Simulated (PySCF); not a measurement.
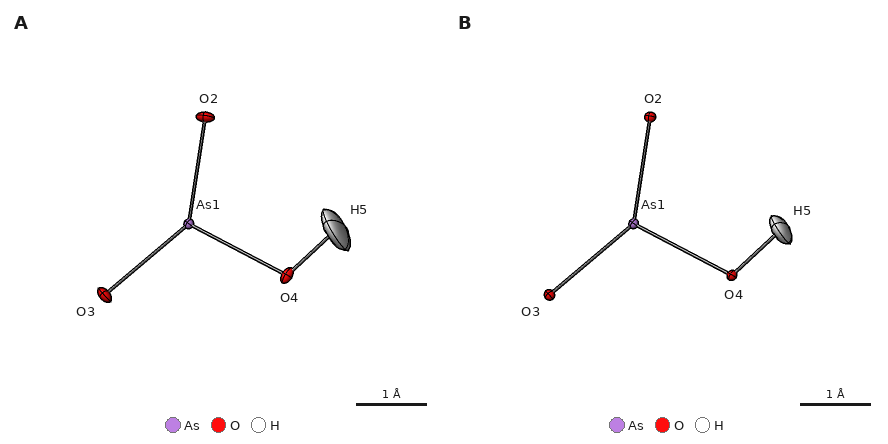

Displacement ellipsoids at the 50 % level, from the internal vibrations of the free molecule (harmonic, no overall translation or rotation; no half-axis is drawn under 0.075 Å). Vibrations computed with RKS-based PBE0, As def2-TZVP, O def2-TZVP, H def2-TZVP; non-relativistic; density fitting (PySCF 2.14.0). One panel is for 298 K, the other for 900 K.

**Which panel is for 900 K?**

A.

**How much does the mean-square displacement of H5 grow, and why?**

U_eq goes from 0.0235 to 0.0492 Å², a factor of 2.1. Modes below kT (626 cm⁻¹ at 900 K) grow about in proportion to T, and the lowest lies at 255 cm⁻¹; the mean-square amplitude of a mode is its zero-point value times coth(ħω/2kT), which comes close to 1 only above about 3kT.
